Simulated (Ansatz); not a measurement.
Consider SmBeB4.

Input

```
crystal:
  lattice:
    - [0.0, 3.2125186411, 3.2125186411]
    - [3.2125186411, 0.0, 3.2125186411]
    - [3.2125186411, 3.2125186411, 0.0]
  atoms:
    - { symbol: Sm, position: [0.75, 0.75, 0.75] }
    - { symbol: Be, position: [0.0, 0.0, 0.0] }
    - { symbol: B, position: [0.347529321, 0.347529321, 0.9574120371] }
    - { symbol: B, position: [0.347529321, 0.9574120371, 0.347529321] }
    - { symbol: B, position: [0.9574120371, 0.347529321, 0.347529321] }
    - { symbol: B, position: [0.347529321, 0.347529321, 0.347529321] }
basis:
  ecutwfc: 690
kpoints:
  mp_grid: { grid: [10, 10, 10] }
hamiltonian:
  xc: pbe
  pseudopotentials:
    kind: paw
    azcp: { Sm: "pseudopotentials/pbe/nc/lanthanide_3plus/Sm.nc.azcp" }
scf:
  occupations: { method: gaussian, width: 0.1 }
  n_extra_bands: 15
output:
  forces: true
  stress: true
  eigenvalues: true
  populations: true
  dos: { projected: true, de: 0.02, nscf_kmesh: { grid: [12, 12, 12] } }
  bader: false
  write_density: true
  write_potential: true
  elf: true
  volumetric_format: npy
```

Launched as:

```sh
ansatz run input.yaml --threads 1 --pin off --max-ram 2560MiB --backend cpu --events-out ev --progress --plain --runs-dir out
```

Below, planes, directions and counts refer to the conventional cell (a = 6.43 Å, b = 6.43 Å, c = 6.43 Å, α = 90.00°, β = 90.00°, γ = 90.00°).

Space group F-43m; a structure generated by program, which may or may not match a known phase; computed without spin polarisation; no Hubbard U on the f states and no spin–orbit coupling.

Level of theory: DFT PBE, scalar-relativistic, plane waves, PAW; 4f electrons in the core of a trivalent norm-conserving potential (Ansatz).

### Predict the valence pseudo-density and electron localisation function between the atoms.

B–B (1.77 Å): ρ at the midpoint is about 0.76 e/Å³; the ELF peaks at about 0.75 between the atoms.
Sm–B (2.73 Å): ρ is about 0.25 e/Å³ halfway; the ELF peaks at about 0.75 in the valence shell of B, 0.8 Å from its nucleus, and drops to about 0.15 between the two atoms.
Sm–Be (2.78 Å): the density is about 0.17 e/Å³ at the midpoint, with its minimum of 0.14 e/Å³ about 1.6 Å from Sm; the ELF is about 0.10 at the midpoint (no shared electron pair shows on this line).

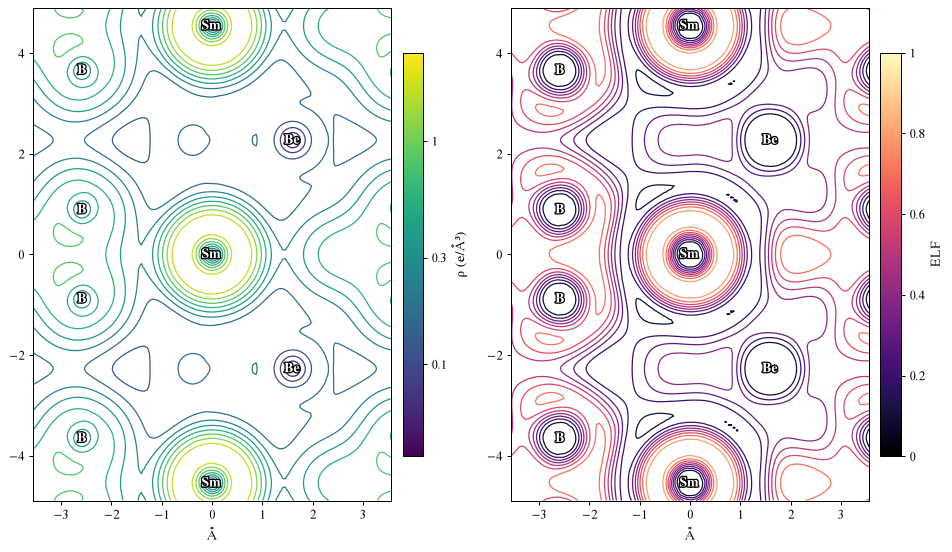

Computed valence pseudo-density and electron localisation function on the (110) plane of the conventional cell, in this order. Atoms just off the plane (B, 0.9 Å away) can leave unmarked features too.

The density is the valence pseudo-density of a pseudopotential calculation; it isn't the true density close to the nuclei.
